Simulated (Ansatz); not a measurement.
# B8N (charge +1, triplet): what the fields show

The calculation's input:

```
crystal:
  periodic: [false, false, false]
  atoms:
    - {symbol: N, position_ang: [0.544576, 1.633849, -1.650212]}
    - {symbol: B, position_ang: [0.022082, 1.804365, -0.437807]}
    - {symbol: B, position_ang: [0.679946, 0.310511, -1.699753]}
    - {symbol: B, position_ang: [-0.782474, 0.031275, 1.871364]}
    - {symbol: B, position_ang: [0.121230, -2.020248, 0.138407]}
    - {symbol: B, position_ang: [0.554663, -1.177140, -1.077393]}
    - {symbol: B, position_ang: [-0.505236, -1.516146, 1.531382]}
    - {symbol: B, position_ang: [-0.522099, 1.267373, 0.987549]}
    - {symbol: B, position_ang: [-0.112687, -0.333849, 0.336453]}
basis:
  gaussian: {orbitals: def2-TZVP, initial_orbitals: start.molden}
total_charge: 1
magnetization: {spin_polarized: true, initial_magnetization: 2}
hamiltonian: {xc: pbe0, dispersion: d4}
scf: {omitted_lower_state_checks: [starts]}
output: {orbitals: {seedname: orbitals}}
```

Launched as:

```sh
ansatz run in.yaml --threads 4 --pin off --events-out ev --progress --plain --max-ram 4787MiB
```

Geometry: PBE0-D4/def2-SVP.

Method: UKS PBE0-D4/def2-TZVP in Ansatz 0.2.0.

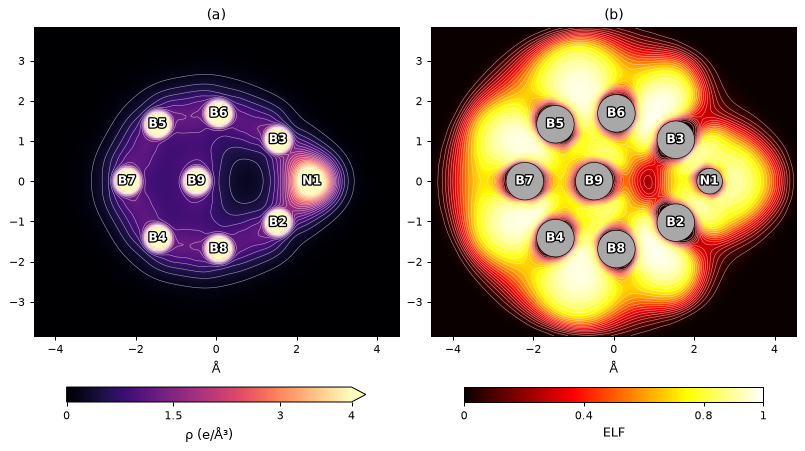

Figure 1. (a) total electron density; (b) ELF on the molecular plane. Grey discs cover the atomic cores in the ELF map.

Question: Read the bonding off the picture.

Answer: The section cuts through N and B sites.
B–N (1.33 Å): ρ is about 2.2 e/Å³ halfway; the ELF peaks at about 0.90 between the atoms; a short, strongly polar bond.
B–B (1.54 Å): ρ is about 1.2 e/Å³ halfway; the ELF peaks at about 0.90 between the atoms (a covalent bond).
B–B (1.61 Å): ρ is about 1.1 e/Å³ halfway; the ELF peaks at about 0.95 between the atoms; localised, covalent bonding.
B–B (1.71 Å): the density is about 0.86 e/Å³ at the midpoint; the ELF peaks at about 0.75 between the atoms; a covalent bond.
B–B (1.78 Å): ρ is about 0.84 e/Å³ halfway; the ELF peaks at about 0.85 between the atoms (localised, covalent bonding).
The ELF also peaks beside N1, away from the bonds: non-bonding electrons, paired or unpaired.

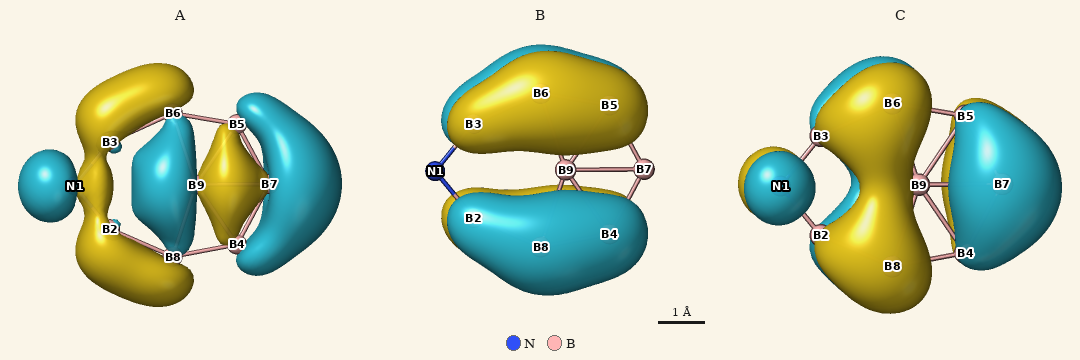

Figure 2. Three frontier orbitals at ±0.08 Å⁻³ᐟ² (yellow and cyan are the two phases), in no order.

Question: Order the three orbitals by energy and name them. All are α orbitals.

Answer: A is the HOMO−1 (α) (−12.82 eV). By Hirshfeld shares it lies mainly on B7 (about 30 %), B9 (about 15 %), N1 (about 10 %), B6 (about 10 %), B8 (about 10 %), B2 (about 5 %) and B3 (about 5 %); it is symmetric in the molecular plane (an in-plane orbital: σ, lone-pair or in-plane π type). B is the HOMO (α) (−12.10 eV). By Hirshfeld shares it lies mainly on B6 (about 20 %), B8 (about 20 %), B4 (about 15 %), B5 (about 15 %), B2 (about 10 %) and B3 (about 10 %); it changes sign across the molecular plane (π type); π-bonding across B2–B8, B3–B6, B4–B8 and B5–B6; π-antibonding (a node) across B4–B9 and B8–B9. C is the LUMO (α) (−8.59 eV). By Hirshfeld shares it lies mainly on B7 (about 30 %), B6 (about 15 %), B8 (about 15 %), N1 (about 10 %), B4 (about 10 %) and B5 (about 10 %); it changes sign across the molecular plane (π type); π-bonding across B6–B9 and B8–B9; π-antibonding (a node) across B4–B8, B4–B9, B5–B6 and B5–B9.

Question: What is the gap between the highest occupied and lowest empty α orbitals?

Answer: 3.51 eV between the orbital energies.

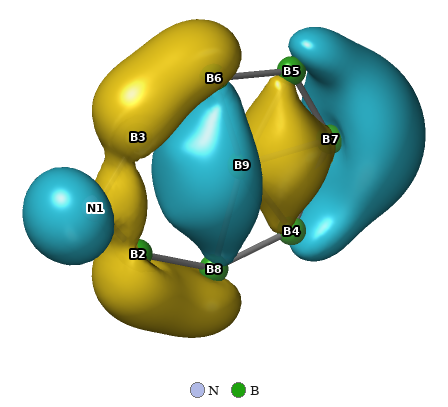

Figure 3. The HOMO−1 (α) at ±0.1 Å⁻³ᐟ² (yellow and cyan are the two phases), seen at a tilt.

Question: Where does this orbital lie, and at what energy?

Answer: Its weight (Hirshfeld) is mainly on B7 (about 30 %), B9 (about 15 %), N1 (about 10 %), B6 (about 10 %), B8 (about 10 %), B2 (about 5 %) and B3 (about 5 %); it is symmetric in the molecular plane (an in-plane orbital: σ, lone-pair or in-plane π type). Its energy is −12.82 eV.
